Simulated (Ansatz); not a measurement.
**CH₄BF₃: geometry relaxation (part 1 of 4)**

The run: geometry relaxation of CH₄BF₃ (disordered cell, 36 atoms in the cell). Method and program: DFT PBE, scalar-relativistic, plane waves, PAW, no spin polarisation (Ansatz 0.2.0).

It belongs to a series of runs on one base structure; here: start relaxed.

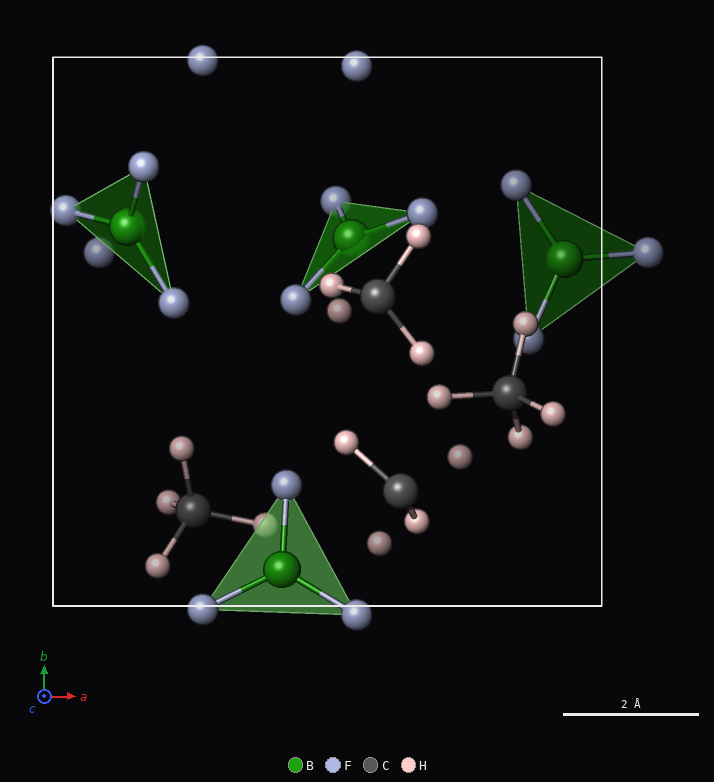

Fig. 1: The starting structure (polyhedral view of the cell of the calculation, along the c axis; polyhedra are completed across the faces of the cell).

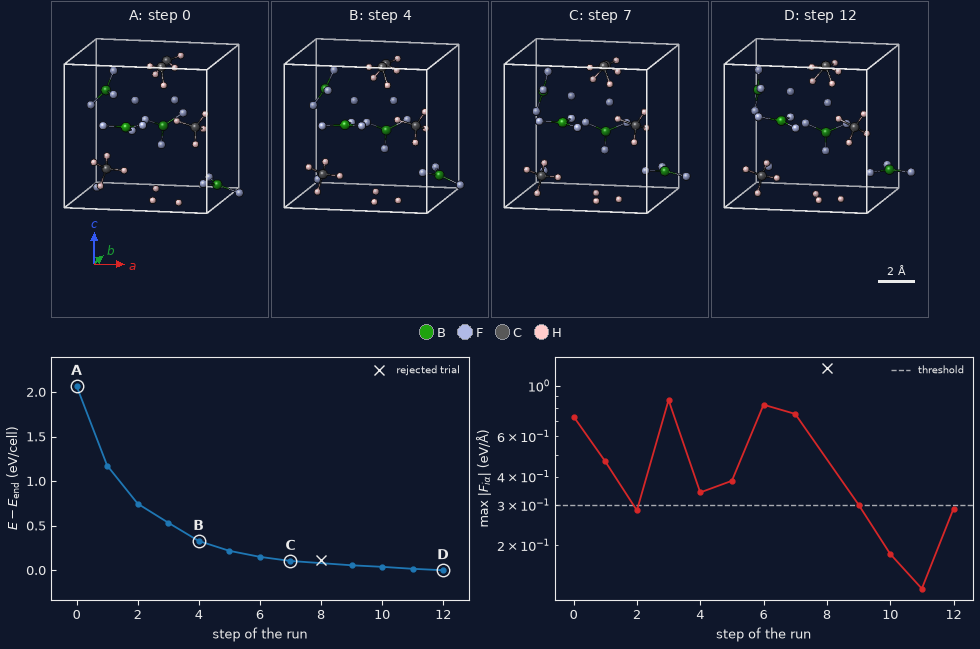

Fig. 2: Frames of the relaxation (ball-and-stick view of the cell of the calculation, seen slightly off an axis) above the curves, on which the letters mark them (the first geometry is step 0 here and step 1 in the log).

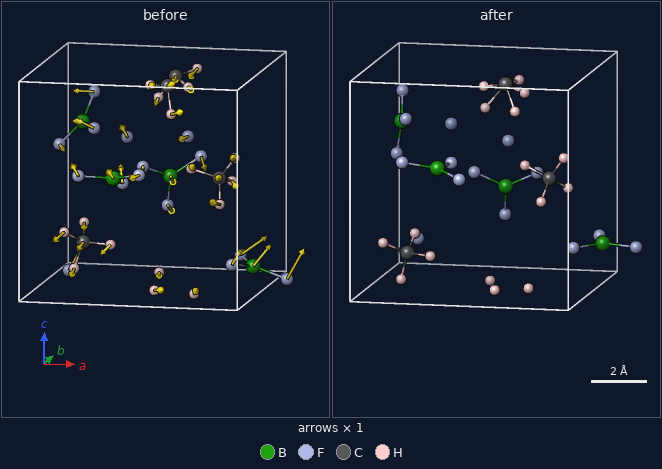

Fig. 3: Before (left) and after (right) the relaxation, at one scale (ball-and-stick view of the cell of the calculation, seen slightly off an axis). The yellow arrows give the displacements, at true length. After 12 geometry steps the energy has fallen by 2.068 eV per cell of the calculation. The largest force component goes from 0.73 to 0.29 eV/Å. The line search rejected the trial step at point 8 (counted from 0) and went back. The atom that moves furthest is F11 (1.37 Å). Largest moves by element: F 1.37 Å, B 1.08 Å, H 1.06 Å, C 0.82 Å. The lattice vectors keep their values. Among the contacts that change: C32–H33 1.090 → 1.106 Å, B13–F15 1.322 → 1.334 Å, C17–H18 1.090 → 1.098 Å, C22–H24 1.090 → 1.094 Å. (Atoms are counted from 1 in the order of the input.)

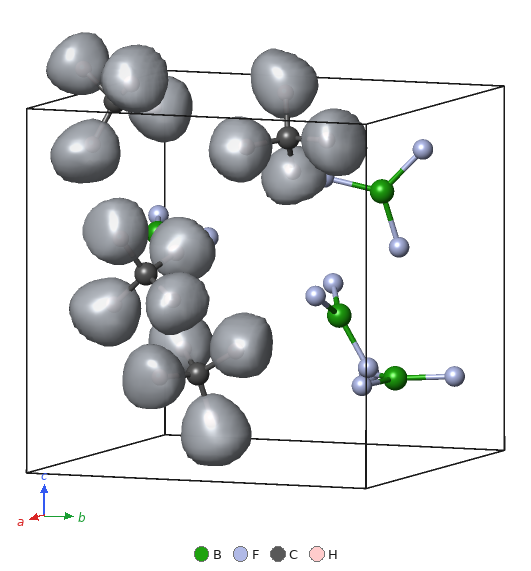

Fig. 4: Isosurface of the ELF at 0.9 (grey), seen slightly off an axis. Only the valence region is drawn (cores and ρ < 0.01 e/Å³ removed). Sticks mark near contacts. The outline is the calculation cell. Values along the shortest contacts: C–H (1.09 Å): the ELF climbs to about 1 towards the hydrogen, as it does in any bond to H; a covalent bond by its length. In a PAW calculation such maps are meaningful between the atoms, not at the nuclei.

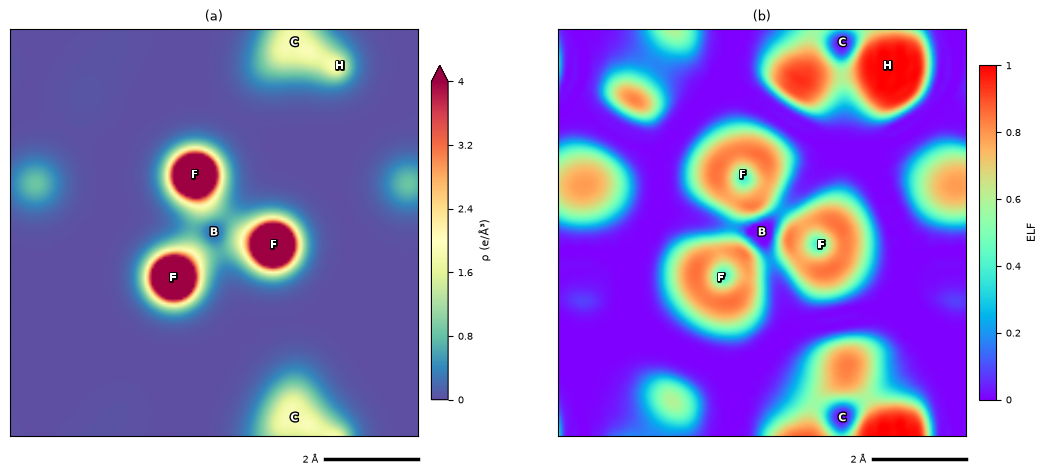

Fig. 5: (a) valence charge density (pseudo); (b) electron localisation function on the (001) plane of the calculation cell. The section cuts through B, F, C and H sites. C–H (1.10 Å): ρ at the midpoint is about 1.9 e/Å³; the ELF climbs to about 1 towards the hydrogen; a covalent bond by its length. The density dies away to nearly zero in the voids.

The input that produced these results follows, with the program's output.

Input file
```yaml
accuracy: low
crystal:
  lattice:
    - [8.143253, 0.0, 0.0]
    - [0.0, 8.143253, 0.0]
    - [0.0, 0.0, 8.143253]
  atoms:
    - { symbol: B, position: [0.5436921, 0.6701957, 0.47432] }
    - { symbol: F, position: [0.6731691, 0.7157045, 0.5609821] }
    - { symbol: F, position: [0.5155297, 0.7372188, 0.3291978] }
    - { symbol: F, position: [0.4423775, 0.5576637, 0.5327801] }
    - { symbol: B, position: [0.41734, 0.0658423, 0.5659211] }
    - { symbol: F, position: [0.4256397, 0.2199871, 0.5157598] }
    - { symbol: F, position: [0.5534513, -0.0162412, 0.5988104] }
    - { symbol: F, position: [0.2729291, -0.0062191, 0.5831931] }
    - { symbol: B, position: [0.9316074, 0.6323148, 0.0864223] }
    - { symbol: F, position: [0.8439041, 0.7666237, 0.1112198] }
    - { symbol: F, position: [1.0841324, 0.64386, 0.032122] }
    - { symbol: F, position: [0.8667857, 0.4864607, 0.1159249] }
    - { symbol: B, position: [0.136392, 0.6909274, 0.7028875] }
    - { symbol: F, position: [0.2202438, 0.5519924, 0.6994773] }
    - { symbol: F, position: [0.1653691, 0.8003742, 0.819195] }
    - { symbol: F, position: [0.0235632, 0.7204157, 0.5899903] }
    - { symbol: C, position: [0.2557387, 0.1740511, 0.2509638] }
    - { symbol: H, position: [0.2346113, 0.286961, 0.3195979] }
    - { symbol: H, position: [0.3868329, 0.1473544, 0.248275] }
    - { symbol: H, position: [0.210649, 0.1888085, 0.1258448] }
    - { symbol: H, position: [0.1908616, 0.0730806, 0.3101376] }
    - { symbol: C, position: [0.633603, 0.2093801, 0.9690156] }
    - { symbol: H, position: [0.7417748, 0.2716038, 1.0173137] }
    - { symbol: H, position: [0.5951463, 0.113926, 1.0545447] }
    - { symbol: H, position: [0.6630262, 0.1540968, 0.850763] }
    - { symbol: H, position: [0.5344647, 0.2978937, 0.9534409] }
    - { symbol: C, position: [0.592023, 0.5640111, 0.9478431] }
    - { symbol: H, position: [0.5217887, 0.5376596, 1.0586509] }
    - { symbol: H, position: [0.6660797, 0.673798, 0.9670279] }
    - { symbol: H, position: [0.5081069, 0.5841231, 0.8455727] }
    - { symbol: H, position: [0.6721168, 0.4604635, 0.9201208] }
    - { symbol: C, position: [0.8318833, 0.3879431, 0.5259977] }
    - { symbol: H, position: [0.8515452, 0.3074898, 0.4208962] }
    - { symbol: H, position: [0.9111375, 0.3497726, 0.6268313] }
    - { symbol: H, position: [0.7039582, 0.3805141, 0.5645413] }
    - { symbol: H, position: [0.8608925, 0.5139957, 0.491722] }
basis:
  ecutwfc: 420.0
kpoints:
  mp_grid: { grid: [1, 1, 1] }
hamiltonian:
  xc: pbe
scf:
  occupations: { method: fermi_dirac, width: 0.05 }
  lower_state_search: "off"
relax:
  f_tol: 0.3
  max_steps: 15
  adjacent_minimum: "off"
output:
  write_density: true
  write_potential: true
  elf: true
  volumetric_format: npy
```

Launched with:
```bash
ansatz run input.yaml --threads 1 --pin off --max-ram 3072MiB --backend cpu --events-out ev --progress --plain --runs-dir out
```

Output
```
Engine: ansatz 0.2.0, x86_64-unknown-linux-gnu
Pseudopotentials: kind: paw
Pseudopotential: B, paw, valence charge 3, recommended cutoff 420 eV (normal), B.paw.azcp
Pseudopotential: F, paw, valence charge 7, recommended cutoff 420 eV (normal), F.paw.azcp
Pseudopotential: C, paw, valence charge 4, recommended cutoff 420 eV (normal), C.paw.azcp
Pseudopotential: H, paw, valence charge 1, recommended cutoff 420 eV (normal), H.paw.azcp
Functional definition: PBE
  parameter kappa = 0.804
  parameter beta = 0.06672455060314922
  exchange = pbe_x(kappa = kappa, mu = beta*pi^2/3)
  correlation = pbe_c(beta = beta)
Crystal: 36 atoms, lattice volume = 540.000 Å³
Basis set: ecut = 420 eV, 10635 PW (Γ), exchange–correlation on 120×120×120 points (8 copies of the dense FFT grid, shifted against one another)
Bands: 100, of which v1, the nominal top of the filled ones, is band 64 counted from 1 (63 counted from 0)
Symmetry: 1 space group operations
Space group: P1 (ITA 1), of the structure as read, at distance tolerance 8.1e-5 Å
k-points: 1
Non-local potential: B, projectors of the file, l = 0: 2, l = 1: 2, l = 2: 1
Non-local potential: F, projectors of the file, l = 0: 2, l = 1: 2, l = 2: 1
Non-local potential: C, projectors of the file, l = 0: 2, l = 1: 2, l = 2: 1
Non-local potential: H, projectors of the file, l = 0: 2, l = 1: 1
PAW form: soft (Blöchl's): semilocal exchange-correlation on the pseudo side does not see the compensation charge
PAW one-centre angular grid: B, 110 points (default); XC on 64 Gauss nodes
PAW one-centre angular grid: F, 110 points (default); XC on 64 Gauss nodes
PAW one-centre angular grid: C, 110 points (default); XC on 64 Gauss nodes
PAW one-centre angular grid: H, 110 points (default); XC on 64 Gauss nodes
Initial density: superposition of atomic densities (neutral atoms: chi_scale 0, normalization atom), corrected by the library's trained network
Initial wavefunctions: pseudopotential atomic-orbital guess
Functional: x = pbe(κ = 0.804, μ = 0.2195149727645171), c = pbe(β = 0.06672455060314922)
SCF iter   1: F=—  HF=-11596.502661 eV  |F-HF|=—  |Δ(HF+E_count)|=         —  Δρ=3.80e-3  dr2=2.19e-1  ethr=1.77e-3  ⟨swp⟩=6.0  Hψ=452  notcnv=0  defer=10
preconditioner: auto → Resta (q_TF=auto, 2.146 Å⁻¹)  ε∞=2.0  [insulator: Δε(μ)=6.713 eV  Ē_g=17.926 eV  σ=0.050 eV  W_gap=1.00  n_scr=80 (ndim 8)  ℏωp=18.1 eV  f_vac=0.412  D(μ)=0.00/eV (n_scr^D=0)  ε∞_Penn≈2.0]
SCF iter   2: F=—  HF=-11596.424639 eV  |F-HF|=—  |Δ(HF+E_count)|=   7.80e-2  Δρ=1.91e-3  dr2=5.60e-2  ethr=1.71e-4  ⟨swp⟩=3.0  Hψ=183  notcnv=0  defer=32
SCF iter   3: F=—  HF=-11596.400213 eV  |F-HF|=—  |Δ(HF+E_count)|=   2.44e-2  Δρ=1.06e-3  dr2=8.69e-3  ethr=4.37e-5  ⟨swp⟩=2.0  Hψ=118  notcnv=0  defer=32
SCF iter   4: F=—  HF=-11596.397176 eV  |F-HF|=—  |Δ(HF+E_count)|=   3.04e-3  Δρ=6.58e-4  dr2=1.69e-3  ethr=6.79e-6  ⟨swp⟩=2.0  Hψ=160  notcnv=0  defer=32
SCF iter   5: F=—  HF=-11596.396772 eV  |F-HF|=—  |Δ(HF+E_count)|=   4.05e-4  Δρ=1.62e-4  dr2=1.38e-4  ethr=1.32e-6  ⟨swp⟩=2.0  Hψ=129  notcnv=0  defer=32
SCF iter   6: F=-11596.396766 eV  HF=-11596.396769 eV  |F-HF|=3.69e-6  |Δ(HF+E_count)|=   2.58e-6  Δρ=5.27e-5  dr2=1.07e-5  ethr=7.81e-8  ⟨swp⟩=9.0  Hψ=662  notcnv=0
SCF 1 converged in 6 iterations: F = -11596.396766 eV  dr2 = 1.07e-5
  greatest PAW one-centre occupation: 0.934 electrons in one spin orbital (limit 2), on the F atom at site 3 (counted from 0), in its partial waves of l = 0
relax step   1: F+E_penalty+E_count = -11596.39676566 eV  Δ(F+E_penalty+E_count) = +0.000e0 eV  max|allowed force component| = 7.337e-1 eV/Å  Δτ_max = 0.0000 Å  (6 SCF iters, dr2 threshold 1.00e-4 eV, accepted)
Initial density: handed on by an earlier stage of this run
Initial wavefunctions: those handed on with the density
iter 1 solved again at ethr=1.08e-3 eV; its pass at ethr=3.10e-3 eV (dr2=1.38e0 eV) is discarded
SCF iter   1: F=—  HF=-11597.632158 eV  |F-HF|=—  |Δ(HF+E_count)|=         —  Δρ=2.21e-2  dr2=1.45e0  ethr=1.08e-3  ⟨swp⟩=1.0  Hψ=373  notcnv=0  defer=31
preconditioner: auto → Resta (q_TF=auto, 2.146 Å⁻¹)  ε∞=2.3  [insulator: Δε(μ)=6.576 eV  Ē_g=14.402 eV  σ=0.050 eV  W_gap=1.00  n_scr=80 (ndim 8)  ℏωp=16.3 eV  f_vac=0.400  D(μ)=0.00/eV (n_scr^D=0)  ε∞_Penn≈2.3]
SCF iter   2: F=—  HF=-11597.321345 eV  |F-HF|=—  |Δ(HF+E_count)|=   3.11e-1  Δρ=1.03e-2  dr2=2.54e-1  ethr=1.08e-3  ⟨swp⟩=2.0  Hψ=87  notcnv=0  defer=31
SCF iter   3: F=—  HF=-11597.288461 eV  |F-HF|=—  |Δ(HF+E_count)|=   3.29e-2  Δρ=1.33e-3  dr2=4.46e-3  ethr=1.99e-4  ⟨swp⟩=2.0  Hψ=126  notcnv=0  defer=31
SCF iter   4: F=—  HF=-11597.289086 eV  |F-HF|=—  |Δ(HF+E_count)|=   6.25e-4  Δρ=7.88e-4  dr2=1.95e-3  ethr=3.49e-6  ⟨swp⟩=2.0  Hψ=135  notcnv=0  defer=31
SCF iter   5: F=—  HF=-11597.288627 eV  |F-HF|=—  |Δ(HF+E_count)|=   4.59e-4  Δρ=9.67e-5  dr2=5.90e-5  ethr=1.52e-6  ⟨swp⟩=2.0  Hψ=122  notcnv=0  defer=31
SCF iter   6: F=—  HF=-11597.289379 eV  |F-HF|=—  |Δ(HF+E_count)|=   7.52e-4  Δρ=3.68e-5  dr2=7.99e-6  ethr=4.61e-8  ⟨swp⟩=2.0  Hψ=148  notcnv=0  defer=31
SCF iter   7: F=—  HF=-11597.289378 eV  |F-HF|=—  |Δ(HF+E_count)|=   4.66e-7  Δρ=1.89e-5  dr2=1.28e-6  ethr=6.24e-9  ⟨swp⟩=2.0  Hψ=132  notcnv=0  defer=31
SCF iter   8: F=—  HF=-11597.289378 eV  |F-HF|=—  |Δ(HF+E_count)|=   3.73e-7  Δρ=5.59e-6  dr2=1.19e-7  ethr=9.99e-10  ⟨swp⟩=2.0  Hψ=122  notcnv=0  defer=31
SCF iter   9: F=-11597.289378 eV  HF=-11597.289378 eV  |F-HF|=8.44e-9  |Δ(HF+E_count)|=   4.11e-8  Δρ=1.43e-6  dr2=1.20e-8  ethr=7.81e-11  ⟨swp⟩=8.0  Hψ=503  notcnv=0
SCF 2 converged in 9 iterations: F = -11597.289378 eV  dr2 = 1.20e-8
  greatest PAW one-centre occupation: 0.933 electrons in one spin orbital (limit 2), on the F atom at site 3 (counted from 0), in its partial waves of l = 0
relax step   2: F+E_penalty+E_count = -11597.28937771 eV  Δ(F+E_penalty+E_count) = -8.926e-1 eV  max|allowed force component| = 4.663e-1 eV/Å  Δτ_max = 0.1951 Å  (9 SCF iters, accepted)
iter 1 solved again at ethr=1.60e-3 eV; its pass at ethr=3.10e-3 eV (dr2=2.04e0 eV) is discarded
SCF iter   1: F=—  HF=-11598.172741 eV  |F-HF|=—  |Δ(HF+E_count)|=         —  Δρ=2.79e-2  dr2=2.05e0  ethr=1.60e-3  ⟨swp⟩=1.0  Hψ=513  notcnv=0  defer=10
preconditioner: auto → Resta (q_TF=auto, 2.146 Å⁻¹)  ε∞=2.1  [insulator: Δε(μ)=6.868 eV  Ē_g=16.890 eV  σ=0.050 eV  W_gap=1.00  n_scr=80 (ndim 8)  ℏωp=17.5 eV  f_vac=0.390  D(μ)=0.00/eV (n_scr^D=0)  ε∞_Penn≈2.1]
SCF iter   2: F=—  HF=-11597.754599 eV  |F-HF|=—  |Δ(HF+E_count)|=   4.18e-1  Δρ=1.32e-2  dr2=3.68e-1  ethr=1.60e-3  ⟨swp⟩=2.0  Hψ=85  notcnv=0  defer=10
[...]
relax step   3: F+E_penalty+E_count = -11597.71746550 eV  Δ(F+E_penalty+E_count) = -4.281e-1 eV  max|allowed force component| = 2.845e-1 eV/Å  Δτ_max = 0.2000 Å  (9 SCF iters, accepted)
preconditioner: auto → Resta (q_TF=auto, 2.146 Å⁻¹)  ε∞=2.1  [insulator: Δε(μ)=7.011 eV  Ē_g=16.849 eV  σ=0.050 eV  W_gap=1.00  n_scr=80 (ndim 8)  ℏωp=17.5 eV  f_vac=0.380  D(μ)=0.00/eV (n_scr^D=0)  ε∞_Penn≈2.1]
  greatest PAW one-centre occupation: 0.933 electrons in one spin orbital (limit 2), on the F atom at site 1 (counted from 0), in its partial waves of l = 0
relax step   4: F+E_penalty+E_count = -11597.93091020 eV  Δ(F+E_penalty+E_count) = -2.134e-1 eV  max|allowed force component| = 8.668e-1 eV/Å  Δτ_max = 0.1938 Å  (9 SCF iters, accepted)
preconditioner: auto → Resta (q_TF=auto, 2.146 Å⁻¹)  ε∞=2.1  [insulator: Δε(μ)=7.120 eV  Ē_g=16.858 eV  σ=0.050 eV  W_gap=1.00  n_scr=80 (ndim 8)  ℏωp=17.5 eV  f_vac=0.373  D(μ)=0.00/eV (n_scr^D=0)  ε∞_Penn≈2.1]
  greatest PAW one-centre occupation: 0.933 electrons in one spin orbital (limit 2), on the F atom at site 5 (counted from 0), in its partial waves of l = 0
relax step   5: F+E_penalty+E_count = -11598.13660874 eV  Δ(F+E_penalty+E_count) = -2.057e-1 eV  max|allowed force component| = 3.411e-1 eV/Å  Δτ_max = 0.2000 Å  (6 SCF iters, dr2 threshold 1.00e-4 eV, accepted)
preconditioner: auto → Resta (q_TF=auto, 2.146 Å⁻¹)  ε∞=2.1  [insulator: Δε(μ)=7.156 eV  Ē_g=16.862 eV  σ=0.050 eV  W_gap=1.00  n_scr=80 (ndim 8)  ℏωp=17.5 eV  f_vac=0.369  D(μ)=0.00/eV (n_scr^D=0)  ε∞_Penn≈2.1]
relax step   6: F+E_penalty+E_count = -11598.24668752 eV  Δ(F+E_penalty+E_count) = -1.101e-1 eV  max|allowed force component| = 3.837e-1 eV/Å  Δτ_max = 0.2000 Å  (9 SCF iters, accepted)
preconditioner: auto → Resta (q_TF=auto, 2.146 Å⁻¹)  ε∞=2.1  [insulator: Δε(μ)=7.164 eV  Ē_g=16.850 eV  σ=0.050 eV  W_gap=1.00  n_scr=80 (ndim 8)  ℏωp=17.5 eV  f_vac=0.366  D(μ)=0.00/eV (n_scr^D=0)  ε∞_Penn≈2.1]
relax step   7: F+E_penalty+E_count = -11598.31437991 eV  Δ(F+E_penalty+E_count) = -6.769e-2 eV  max|allowed force component| = 8.266e-1 eV/Å  Δτ_max = 0.1956 Å  (8 SCF iters, accepted)
preconditioner: auto → Resta (q_TF=auto, 2.146 Å⁻¹)  ε∞=2.3  [insulator: Δε(μ)=7.160 eV  Ē_g=14.326 eV  σ=0.050 eV  W_gap=1.00  n_scr=80 (ndim 8)  ℏωp=16.3 eV  f_vac=0.364  D(μ)=0.00/eV (n_scr^D=0)  ε∞_Penn≈2.3]
relax step   8: F+E_penalty+E_count = -11598.36049626 eV  Δ(F+E_penalty+E_count) = -4.612e-2 eV  max|allowed force component| = 7.533e-1 eV/Å  Δτ_max = 0.1950 Å  (6 SCF iters, dr2 threshold 1.00e-4 eV, accepted)
preconditioner: auto → Resta (q_TF=auto, 2.146 Å⁻¹)  ε∞=2.3  [insulator: Δε(μ)=7.075 eV  Ē_g=14.318 eV  σ=0.050 eV  W_gap=1.00  n_scr=80 (ndim 8)  ℏωp=16.3 eV  f_vac=0.365  D(μ)=0.00/eV (n_scr^D=0)  ε∞_Penn≈2.3]
relax step   9: F+E_penalty+E_count = -11598.34542887 eV  Δ(F+E_penalty+E_count) = +1.507e-2 eV  max|allowed force component| = 1.203e0 eV/Å  Δτ_max = 0.1953 Å  (6 SCF iters, dr2 threshold 1.00e-4 eV, rejected (line search))
preconditioner: auto → Resta (q_TF=auto, 2.146 Å⁻¹)  ε∞=2.3  [insulator: Δε(μ)=7.168 eV  Ē_g=14.347 eV  σ=0.050 eV  W_gap=1.00  n_scr=80 (ndim 8)  ℏωp=16.3 eV  f_vac=0.363  D(μ)=0.00/eV (n_scr^D=0)  ε∞_Penn≈2.3]
relax step  10: F+E_penalty+E_count = -11598.40897676 eV  Δ(F+E_penalty+E_count) = -4.848e-2 eV  max|allowed force component| = 3.017e-1 eV/Å  Δτ_max = 0.0940 Å  (8 SCF iters, accepted)
preconditioner: auto → Resta (q_TF=auto, 2.146 Å⁻¹)  ε∞=2.3  [insulator: Δε(μ)=7.182 eV  Ē_g=14.348 eV  σ=0.050 eV  W_gap=1.00  n_scr=80 (ndim 8)  ℏωp=16.3 eV  f_vac=0.363  D(μ)=0.00/eV (n_scr^D=0)  ε∞_Penn≈2.3]
relax step  11: F+E_penalty+E_count = -11598.42638597 eV  Δ(F+E_penalty+E_count) = -1.741e-2 eV  max|allowed force component| = 1.835e-1 eV/Å  Δτ_max = 0.1000 Å  (8 SCF iters, accepted)
preconditioner: auto → Resta (q_TF=auto, 2.146 Å⁻¹)  ε∞=2.3  [insulator: Δε(μ)=7.180 eV  Ē_g=14.345 eV  σ=0.050 eV  W_gap=1.00  n_scr=80 (ndim 8)  ℏωp=16.3 eV  f_vac=0.363  D(μ)=0.00/eV (n_scr^D=0)  ε∞_Penn≈2.3]
relax step  12: F+E_penalty+E_count = -11598.44847302 eV  Δ(F+E_penalty+E_count) = -2.209e-2 eV  max|allowed force component| = 1.292e-1 eV/Å  Δτ_max = 0.1476 Å  (8 SCF iters, accepted)
preconditioner: auto → Resta (q_TF=auto, 2.146 Å⁻¹)  ε∞=2.3  [insulator: Δε(μ)=7.168 eV  Ē_g=14.333 eV  σ=0.050 eV  W_gap=1.00  n_scr=80 (ndim 8)  ℏωp=16.3 eV  f_vac=0.363  D(μ)=0.00/eV (n_scr^D=0)  ε∞_Penn≈2.3]
```
